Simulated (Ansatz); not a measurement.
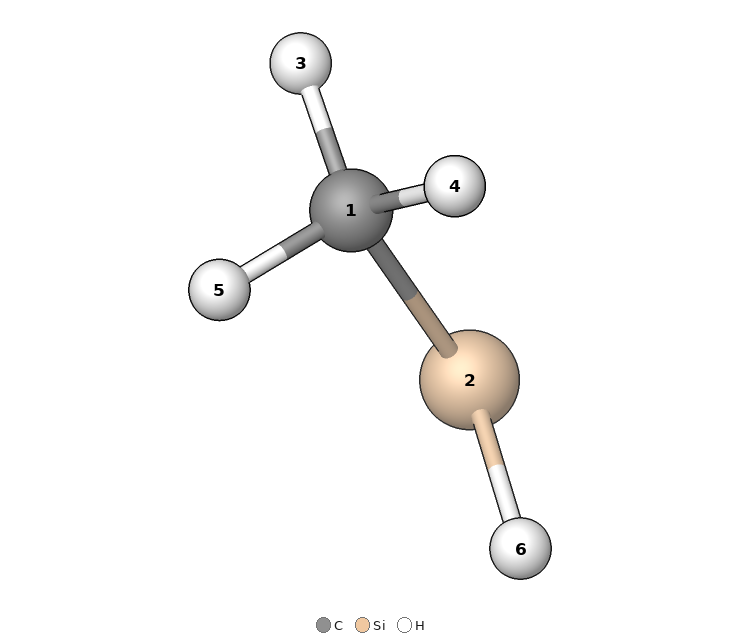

The geometry was computed by an optimisation with PBE-D4/def2-SVP. No frequency run is at hand to confirm it as a minimum.

How are the neighbours of atom 2 arranged?

Answer. Si2 has 2 neighbours (C1 at 1.91, H6 at 1.55 Å); the arrangement is bent.

What is the geometry at C1?

Answer. C1 has 4 neighbours (Si2 at 1.91, H3 at 1.11, H4 at 1.11, H5 at 1.12 Å); the arrangement is tetrahedral.
